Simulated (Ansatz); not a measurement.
## SnO (litharge type, space group P4/nmm): map of one atom of the cell

SnO (litharge type, space group P4/nmm)

```xyz
4
Lattice="3.8371 0.0000 0.0000 0.0000 3.8371 0.0000 0.0000 0.0000 4.7586" Properties=species:S:1:pos:R:3 pbc="T T T"
Sn     1.9185     0.0000     1.1584
Sn     0.0000     1.9185     3.6002
O      0.0000     0.0000     0.0000
O      1.9185     1.9185     0.0000
```

Two-dimensional scan of atom 3 (O, nearest neighbour Sn at 2.241 Å; its periodic images, 3.8 Å or more away, move with it): u runs along (1.000, 0.000, 0.000), v along (0.000, 1.000, 0.000) (Cartesian). Cell and other atoms are fixed.

These are PBE-D3(BJ) (plane waves to 420 eV, PAW, scalar-relativistic; Ansatz, a first-principles code) values and carry that method's errors. k mesh 10×10×8 (Γ-centred), Fermi-Dirac smearing 0.05 eV. E stands for the smeared free energy. With partly filled bands, energies and forces of such displacements shift with the k mesh and the smearing. At this level the bands of SnO touch or barely overlap; measurements give the solid a gap. SnO was relaxed with its symmetry unable to fall. ΔE is measured from the undisplaced structure. Axes are in Å.

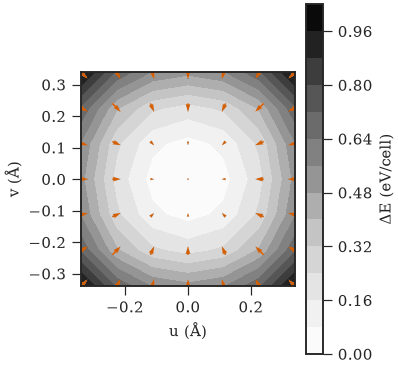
Fig. 1. ΔE (eV/cell) over the plane, with arrows for the in-plane force on the moved atom.

Lowest place on the grid: u = 0.000 Å, v = 0.000 Å (0 meV/cell). Principal force constants in the plane (five-point differences of the forces): 7.6 eV/Å², isotropic. Highest place on the grid, met at several equal points: u = -0.340 Å, v = -0.340 Å; u = 0.340 Å, v = -0.340 Å; u = -0.340 Å, v = 0.340 Å; u = 0.340 Å, v = 0.340 Å (987 meV/cell). Centre of the map: a minimum.

(A displaced cell: forces are minus the slopes of the energy, force constants its curvatures, and phonons follow from these.)
